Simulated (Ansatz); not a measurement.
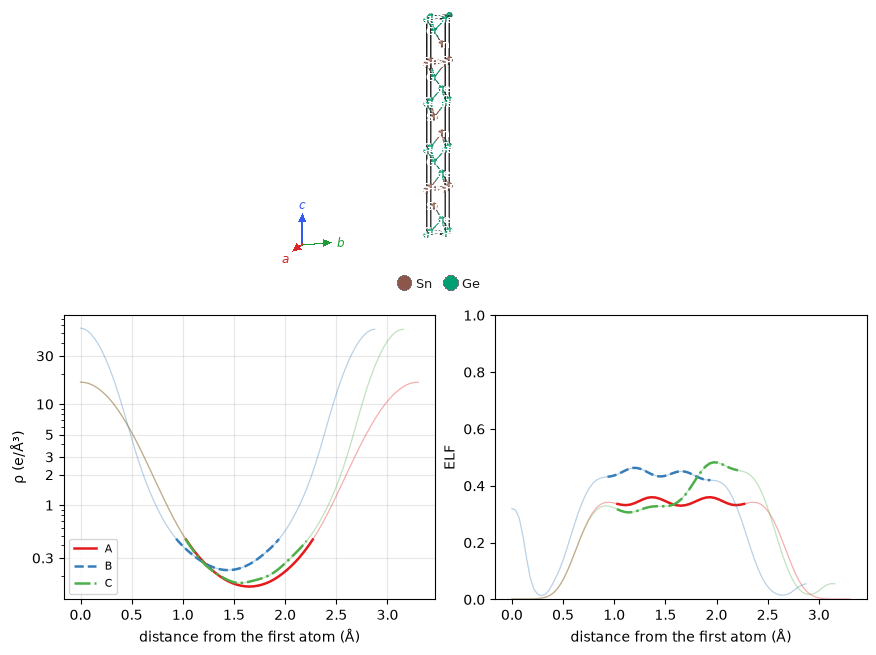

Figure 1: Sn₂Ge₃. Valence pseudo-density and electron localisation function along straight lines between neighbouring atoms. Thin, pale parts lie inside the atomic spheres. The structure is drawn too.

Space group R-3m; a structure generated by program, which may or may not match a known phase.

Level of theory: Ansatz, DFT PBE, scalar-relativistic, plane waves, PAW.

In a PAW calculation such maps are meaningful between the atoms, not at the nuclei.

Question: Which curve belongs to which contact (Ge–Ge, Sn–Ge and Sn–Sn)? The first atom named is at distance zero.

Answer: Curve A: Sn–Sn (3.30 Å): ρ is about 0.16 e/Å³ halfway; the ELF is about 0.35 at the midpoint. Curve B: Ge–Ge (2.87 Å): the density is about 0.23 e/Å³ at the midpoint; the ELF is about 0.45 at the midpoint. Curve C: Sn–Ge (3.16 Å): ρ is about 0.17 e/Å³ halfway; the ELF is about 0.35 at the midpoint.
